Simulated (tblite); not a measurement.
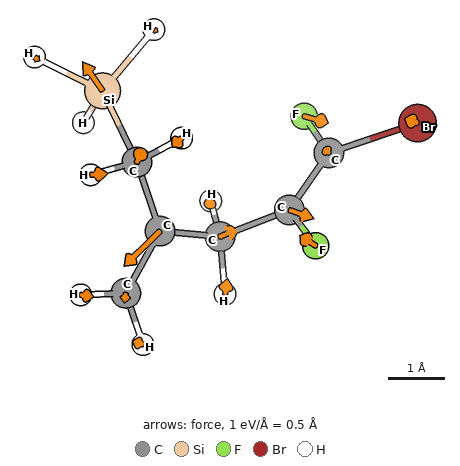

Starting geometry of C$_{6}$H$_{9}$BrF$_{2}$Si with the computed forces as orange arrows. Style: ball-and-stick. Shown at a tilt.

Method: tblite, GFN2-xTB geometry optimisation, gas phase. 

> What follows when this structure is relaxed?

It isn't relaxed: the largest force vector, on a C atom, is 2.22 eV/Å. The final displacements have little in common with the starting forces (cosine between the two patterns 0.10). Over 189 geometry steps the energy falls by 42.9 kJ/mol. The largest move after the best rigid fit is that of an H atom, 1.75 Å. By element the largest moves are H 1.75 Å, F 1.12 Å, Br 0.75 Å, C 0.55 Å, Si 0.53 Å. Near-neighbour distances that change, for instance: C–C 1.471 → 1.516 Å, C–Si 1.871 → 1.914 Å, C–F 1.372 → 1.338 Å, Br–C 1.921 → 1.887 Å. Bond angles that change, for instance: C–C–C 124.7° → 115.6°, F–C–Br 121.3° → 113.4°, C–C–C 117.5° → 123.6°. Groups turn about C–Si by about 40°, C–C by about 25°.
